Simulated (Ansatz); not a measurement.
# GaCl2(OH) (Cl2GaHO): one molecule under many settings

Aim: run GaCl2(OH) (Cl2GaHO) under a spread of inputs, and see what each costs and gives.

Program: Ansatz 0.2.0, Gaussian basis. Level of theory: the settings change from run to run. These are calculated values, not measurements.

### Step 1. The geometry

The structure was relaxed beforehand with PBE0-D4/def2-SVP.

5 atoms, charge 0, spin multiplicity 1.

Atoms are counted from 1 here; the program's logs count them from 0.

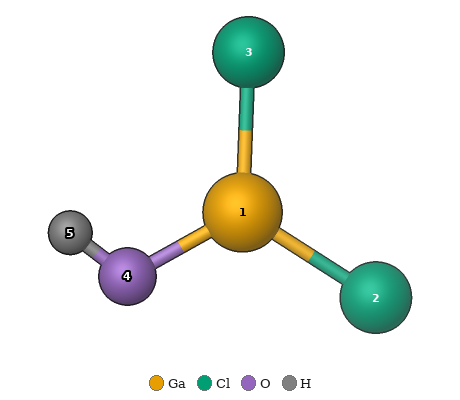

The geometry (gallium amber, chlorine teal, oxygen purple, hydrogen grey); atoms are numbered from 1 in the order of the file.

### Step 2. PBE0-DH/def2-mTZVP

This run has atoms shaken by 0.08 Å, density fitting with cc-pVTZ-jkfit.

File in.yaml:

```yaml
crystal:
  periodic: [false, false, false]
  atoms:
    - {symbol: Ga, position_ang: [0.306530, 0.286403, -0.051890]}
    - {symbol: Cl, position_ang: [2.302921, 0.368716, -0.221450]}
    - {symbol: Cl, position_ang: [-0.895821, 1.994256, -0.069254]}
    - {symbol: O, position_ang: [-0.343236, -1.403454, 0.255853]}
    - {symbol: H, position_ang: [-1.506161, -1.409067, 0.076716]}
basis:
  gaussian: {orbitals: def2-mTZVP, fitting: {mean_field: cc-pVTZ-jkfit}}
hamiltonian: {xc: {name: PBE0-DH}}
scf: {omitted_lower_state_checks: [starts]}
output: {forces: true}
```

Command:

```bash
ansatz run in.yaml --threads 4 --pin off --events-out ev --progress --plain --max-ram 3916MiB
```

What it wrote:

```text
Functional definition: PBE0-DH
  name "PBE0-DH"
  cite "Brémond & Adamo, J. Chem. Phys. 135, 024106 (2011) doi:10.1063/1.3604569"
  cite "Perdew, Burke & Ernzerhof, Phys. Rev. Lett. 77, 3865 (1996) doi:10.1103/PhysRevLett.77.3865"
  parameter a = 1/2
  parameter c = 1/8
  exchange = (1 - a)*pbe_x + a*exact_x
  correlation = (1 - c)*pbe_c + c*(mp2_os + mp2_ss)
these checks for a lower state are left out or cut short: starts
558 factors; integrals over basis functions are off by at most 1.7e-1 eV
mean field evaluation 1: about -79461.4525 eV, gradient 5.1e1 eV
mean field evaluation 2: about -79461.4525 eV, gradient 5.1e1 eV
mean field evaluation 4: about -79466.0163 eV, gradient 6.6e0 eV
mean field evaluation 8: about -79466.1149 eV, gradient 3.6e-2 eV
mean field evaluation 16: about -79466.1148 eV, gradient 1.2e-5 eV
mean field -79466.11482303 eV, -2920.3258556792 hartree, gradient 4.0e-6 eV, S^2 0.000000; 0 other end points of the search recorded, 0 dependent functions left out
20 core orbitals not correlated: weight in the atoms' cores, before any rotation towards them, 1.000 or more for the frozen orbitals, at most 0.000 for the correlated occupied ones
reference -79466.11484135 eV, -2920.3258563524 hartree; 17, 17 occupied and 70, 70 virtual orbitals, 558 factors
second order -23.19038402 eV of doubles, -0.00000000 eV of singles
the calculation of the forces begins
Total energy: -79469.01363935 eV, -2920.4323852141 hartree
Atom 0 at     0.306530     0.286403    -0.051890 Å, force    -2.447856    -2.045472     0.611070 eV/Å
Atom 1 at     2.302921     0.368716    -0.221450 Å, force     2.486795     0.190199    -0.243788 eV/Å
Atom 2 at    -0.895821     1.994256    -0.069254 Å, force    -0.419530     0.474679    -0.066543 eV/Å
Atom 3 at    -0.343236    -1.403454     0.255853 Å, force    -5.283940     1.295759    -1.247231 eV/Å
Atom 4 at    -1.506161    -1.409067     0.076716 Å, force     5.664530     0.084835     0.946493 eV/Å
Dipole moment:    -0.277046     0.023368    -0.095047 e Å
Checks for a lower state left out: starts
```

It took 2.7 s on 4 threads of Arm Neoverse V1, shared host.

Largest force 5.744 eV/Å, dipole 1.41 D.

### Step 3. CCSD/def2-SVPD

Set apart from the defaults: a grid of angular degree 11, 1 DIIS vectors.

File in.yaml:

```yaml
crystal:
  periodic: [false, false, false]
  atoms:
    - {symbol: Ga, position_ang: [0.304152, 0.250129, -0.057222]}
    - {symbol: Cl, position_ang: [2.410598, 0.360316, -0.258017]}
    - {symbol: Cl, position_ang: [-0.879621, 2.019036, -0.162996]}
    - {symbol: O, position_ang: [-0.437622, -1.329807, 0.197914]}
    - {symbol: H, position_ang: [-1.397507, -1.299695, 0.280321]}
basis:
  gaussian: {orbitals: def2-SVPD, final_grid: {core_spheres: 5, valence_spheres: 4, degree: 11}}
hamiltonian: {xc: {name: HF}}
correlation: {method: ccsd, diis_vectors: 1}
scf: {omitted_lower_state_checks: [starts]}
```

Launched as before.

What it wrote:

```text
Functional definition: HF
  name "HF"
  cite "Fock, Z. Phys. 61, 126 (1930) doi:10.1007/BF01340294"
  parent pbe
  exchange = exact_x
  correlation = 0
these checks for a lower state are left out or cut short: starts
1151 factors; integrals over basis functions are off by at most 1.2e-3 eV
mean field evaluation 1: about -79379.8807 eV, gradient 3.9e1 eV
mean field evaluation 2: about -79379.9478 eV, gradient 3.9e1 eV
mean field evaluation 4: about -79382.9448 eV, gradient 2.7e0 eV
mean field evaluation 8: about -79382.9706 eV, gradient 1.3e-1 eV
mean field -79382.97074725 eV, -2917.2703672512 hartree, gradient 1.6e-6 eV, S^2 0.000000; 0 other end points of the search recorded, 0 dependent functions left out
20 core orbitals not correlated: weight in the atoms' cores, before any rotation towards them, 1.000 or more for the frozen orbitals, at most 0.000 for the correlated occupied ones
reference -79382.97074725 eV, -2917.2703672512 hartree; 17, 17 occupied and 86, 86 virtual orbitals, 1151 factors
second order -18.95550536 eV of doubles, -0.00000000 eV of singles
cycle   1  -18.76431395 eV  change    1.9e-1 eV  update   1.1e-1
cycle   2  -19.24178109 eV  change   -4.8e-1 eV  update   3.2e-2
cycle   3  -19.26856984 eV  change   -2.7e-2 eV  update   1.7e-2
cycle   4  -19.31948724 eV  change   -5.1e-2 eV  update   7.0e-3
cycle   5  -19.32288075 eV  change   -3.4e-3 eV  update   3.7e-3
cycle   6  -19.32651841 eV  change   -3.6e-3 eV  update   1.3e-3
cycle   7  -19.32679013 eV  change   -2.7e-4 eV  update   8.3e-4
cycle   8  -19.32740197 eV  change   -6.1e-4 eV  update   4.2e-4
cycle   9  -19.32753374 eV  change   -1.3e-4 eV  update   1.8e-4
cycle  10  -19.32746864 eV  change    6.5e-5 eV  update   5.7e-5
cycle  11  -19.32746132 eV  change    7.3e-6 eV  update   2.4e-5
Total energy: -79402.29820856 eV, -2917.9806383539 hartree
Checks for a lower state left out: starts
```

Run time: 4.6 s. Hardware: 4 threads of Arm Neoverse V1, shared host; peak memory 0.56 GiB.

T1 0.013.

### Step 4. wB97X-V/def2-SVPD

This run has charge -1, multiplicity 2, the search for lower states set to off.

Changes to in.yaml since step 3:

```diff
@@ -9,5 +9,6 @@
 basis:
-  gaussian: {orbitals: def2-SVPD, final_grid: {core_spheres: 5, valence_spheres: 4, degree: 11}}
-hamiltonian: {xc: {name: HF}}
-correlation: {method: ccsd, diis_vectors: 1}
-scf: {omitted_lower_state_checks: [starts]}
+  gaussian: {orbitals: def2-SVPD}
+total_charge: -1
+magnetization: {spin_polarized: true, initial_magnetization: 1}
+hamiltonian: {xc: {name: wB97X-V}}
+scf: {lower_state_search: off}
```

Launched as before.

What it wrote:

```text
Functional definition: wB97X-V
  name "wB97X-V"
  cite "Mardirossian & Head-Gordon, Phys. Chem. Chem. Phys. 16, 9904 (2014) doi:10.1039/C3CP54374A"
  cite "Becke, J. Chem. Phys. 107, 8554 (1997) doi:10.1063/1.475007"
  cite "Vydrov & Van Voorhis, J. Chem. Phys. 133, 244103 (2010) doi:10.1063/1.3521275"
  parameter omega = 0.3/bohr
  parameter cx = 0.167
  parameter cx1 = 0.603
  parameter cx2 = 1.194
  parameter css0 = 0.556
  parameter css1 = -0.257
  parameter cos0 = 1.219
  parameter cos1 = -1.850
  parameter b = 6.0
  parameter c = 0.01
  exchange = spin_sum(e_x_unif_sr(omega)*poly(b97_u_x, 1 - cx, cx1, cx2)) + cx*exact_x_sr(omega) + exact_x_lr(omega)
  correlation = spin_sum(e_c_pw_same_spin*poly(b97_u_same, css0, css1))
      + integral(e_c_pw_opposite_spin*poly(b97_u_opposite, cos0, cos1)) + vv10(b, c)
these checks for a lower state are left out or cut short: stability, starts, cluster_reference, orbital_swaps, neighbouring_geometries, increment
1151 factors; integrals over basis functions are off by at most 1.2e-3 eV
381 factors; integrals over basis functions are off by at most 2.8e-5 eV
mean field evaluation 1: about -79463.3329 eV, gradient 2.5e1 eV
mean field evaluation 2: about -79462.6311 eV, gradient 3.2e1 eV
mean field evaluation 4: about -79465.7713 eV, gradient 1.4e0 eV
mean field evaluation 8: about -79465.8067 eV, gradient 7.1e-2 eV
mean field evaluation 16: about -79465.8070 eV, gradient 6.1e-4 eV
mean field -79465.80700312 eV, -2920.3145435059 hartree, gradient 3.2e-6 eV, S^2 0.752370; 0 other end points of the search recorded, 0 dependent functions left out
reference -79465.80700531 eV, -2920.3145435864 hartree; 38, 37 occupied and 85, 86 virtual orbitals, 1151 factors
Total energy: -79465.80700531 eV, -2920.3145435864 hartree
Checks for a lower state left out: stability, starts, cluster_reference, orbital_swaps, neighbouring_geometries, increment
```

Wall time 7.5 s (4 threads of Arm Neoverse V1, shared host).

⟨S²⟩ 0.752.

### Step 5. HSE06/aug-cc-pVDZ

Options: charge +1, multiplicity 2.

Changes to in.yaml since step 4:

```diff
@@ -9,6 +9,6 @@
 basis:
-  gaussian: {orbitals: def2-SVPD}
-total_charge: -1
+  gaussian: {orbitals: aug-cc-pVDZ}
+total_charge: 1
 magnetization: {spin_polarized: true, initial_magnetization: 1}
-hamiltonian: {xc: {name: wB97X-V}}
-scf: {lower_state_search: off}
+hamiltonian: {xc: {name: HSE06}}
+scf: {omitted_lower_state_checks: [starts]}
```

Same command.

What it wrote:

```text
Functional definition: HSE06
  name "HSE06"
  cite "Heyd, Scuseria & Ernzerhof, J. Chem. Phys. 118, 8207 (2003) doi:10.1063/1.1564060"
  cite "Krukau, Vydrov, Izmaylov & Scuseria, J. Chem. Phys. 125, 224106 (2006) doi:10.1063/1.2404663"
  cite "Heyd & Scuseria, J. Chem. Phys. 120, 7274 (2004) doi:10.1063/1.1668634"
  cite "Ernzerhof & Perdew, J. Chem. Phys. 109, 3313 (1998) doi:10.1063/1.476928"
  cite "Perdew, Burke & Ernzerhof, Phys. Rev. Lett. 77, 3865 (1996) doi:10.1103/PhysRevLett.77.3865"
  parent pbe
  parameter a = 0.25
  parameter omega = 0.11/bohr
  # The whole range is PBE's own exchange, as in plane waves. The composition of these papers is wPBEh.
  exchange = pbe_x - a*pbe_x_sr(omega) + a*exact_x_sr(omega)
  correlation = pbe_c
these checks for a lower state are left out or cut short: starts
1244 factors; integrals over basis functions are off by at most 8.2e-4 eV
123 factors; integrals over basis functions are off by at most 9.4e-7 eV
mean field evaluation 1: about -79448.9244 eV, gradient 5.7e1 eV
mean field evaluation 2: about -79322.9023 eV, gradient 1.3e2 eV
mean field evaluation 4: about -79454.7655 eV, gradient 3.1e1 eV
mean field evaluation 8: about -79460.8016 eV, gradient 4.6e0 eV
mean field evaluation 16: about -79460.9369 eV, gradient 4.5e0 eV
mean field -79461.06363238 eV, -2920.1402278465 hartree, gradient 9.0e-6 eV, S^2 0.758903; 0 other end points of the search recorded, 0 dependent functions left out
reference -79461.06369971 eV, -2920.1402303210 hartree; 37, 36 occupied and 85, 86 virtual orbitals, 1244 factors
Total energy: -79461.06369971 eV, -2920.1402303210 hartree
Checks for a lower state left out: starts
```

Run time: 6 s. Hardware: 4 threads of Arm Neoverse V1, shared host.

⟨S²⟩ 0.759.

### Step 6. The runs in one table

```csv
level,charge,multiplicity,geometry,functions,energy (eV),time
PBE0-DH/def2-mTZVP,0,1,shaken,107,-79469.014,2.7 s
CCSD/def2-SVPD,0,1,relaxed,123,-79402.298,4.6 s
wB97X-V/def2-SVPD,-1,2,relaxed,123,-79465.807,7.5 s
HSE06/aug-cc-pVDZ,1,2,relaxed,122,-79461.064,6 s
```

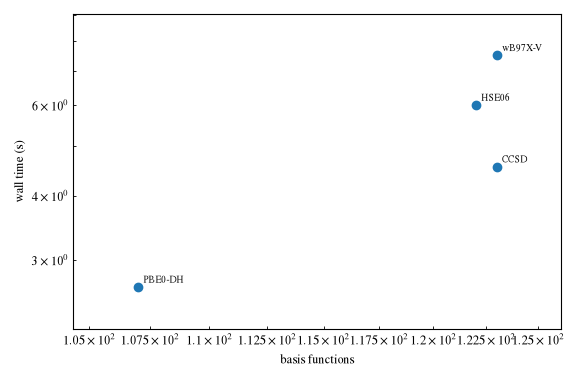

Wall time against the number of basis functions (shared host).

### Step 7. Outcome

```
quantity                      value
    runs                          4
quickest  PBE0-DH/def2-mTZVP, 2.7 s
 slowest   wB97X-V/def2-SVPD, 7.5 s
```

The runs differ in state or geometry as well as level, so their energies can't be set against each other. Run time spans a factor of 3, from PBE0-DH/def2-mTZVP to wB97X-V/def2-SVPD. The jobs differ in tasks and options as well as level.
